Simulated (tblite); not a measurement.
# C$_{5}$H$_{6}$B$_{2}$F$_{2}$Si: frequency calculation

System: C$_{5}$H$_{6}$B$_{2}$F$_{2}$Si.
Method: GFN2-xTB harmonic vibrations, gas phase (tblite 0.8.0).

It belongs to a series of runs on one base structure; here: SiH2 inserted into a C-C bond.

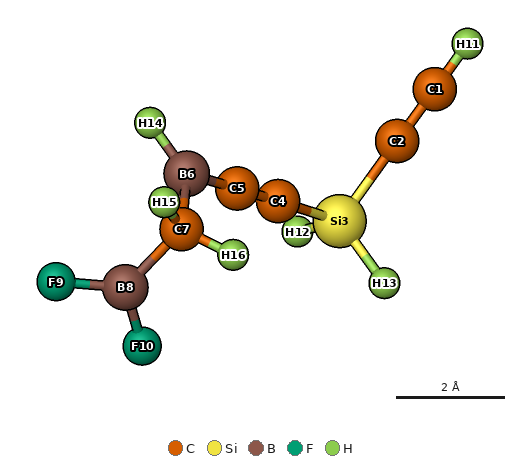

The input geometry (ball-and-stick view, seen at a tilt; atoms are numbered from 1 in the order of the input).

**Input**
```
{"job": {"kind": "ir", "xc": "GFN2-xTB", "basis": "xTB"}, "charge": 0, "multiplicity": 1}
C      4.739460    -0.232525     0.125529
C      3.770725     0.037499    -0.532607
Si     2.284169     0.449979    -1.555891
C      0.848560     0.454335    -0.384523
C     -0.099893     0.463501     0.375337
B     -1.278198     0.477377     1.298622
C     -2.547139    -0.413674     0.950189
B     -3.468770     0.439763     0.012820
F     -4.409613     1.250803     0.461671
F     -3.351569     0.448838    -1.302628
H      5.584646    -0.467365     0.706973
H      2.437401     1.793490    -2.126068
H      2.093015    -0.588587    -2.575262
H     -1.278314     1.159023     2.250515
H     -3.086498    -0.676893     1.857949
H     -2.245581    -1.319136     0.425962
```

The first line tells a small driver script what to run in tblite; the rest is the geometry in Å.

Run on 1 CPU thread, shared host.

Command:
```bash
OMP_NUM_THREADS=1 python <driver script> task.json out
```

**Log**
```
mode    cm-1     km/mol
  1      -6.0      0.38
  2      17.9      0.72
  3      35.1      0.04
  4      51.1      0.05
  5      86.5      1.23
  6     137.5      1.12
  7     163.9      0.65
  8     203.2      3.28
  9     208.1      0.89
 10     261.1      7.67
 11     298.0      0.20
 12     329.8     13.60
 13     402.2     14.83
 14     436.6     29.07
 15     486.9    124.06
 16     511.5     32.30
 17     549.0      0.78
 18     553.8     14.63
 19     652.8     44.27
 20     678.2      9.90
 21     682.2     21.19
 22     683.0     94.20
 23     725.7    484.50
 24     767.6    259.00
 25     768.5     38.29
 26     827.6     10.66
 27     916.0     23.85
 28     967.8     14.03
 29    1020.9     57.06
 30    1094.5    364.11
 31    1187.0    410.63
 32    1252.8    440.21
 33    1270.3    380.12
 34    1449.7      9.04
 35    2211.3     49.45
 36    2214.5    447.85
 37    2226.4     21.37
 38    2231.6    198.00
 39    2637.1    116.23
 40    3008.3      7.73
 41    3017.5     24.44
 42    3353.8      2.95
```

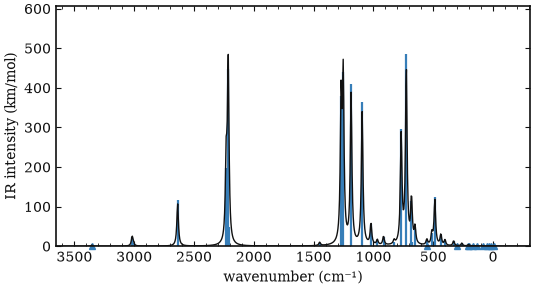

Harmonic infrared spectrum, unscaled: sticks (degenerate modes added up, dark ones marked on the axis) with a Lorentzian envelope of 16 cm⁻¹ full width, scaled to the tallest stick. 42 modes from 6i to 3354 cm⁻¹, none imaginary beyond the noise of the force constants (under 8i cm⁻¹). The strongest line is at 726 cm⁻¹ (484 km/mol).

**Results in brief**

- outcome: converged
- total energy: −744.9448 eV
- zero-point energy: 58.0080 kcal/mol
- wall time: 1.1 s
- peak memory: 0.18 GiB
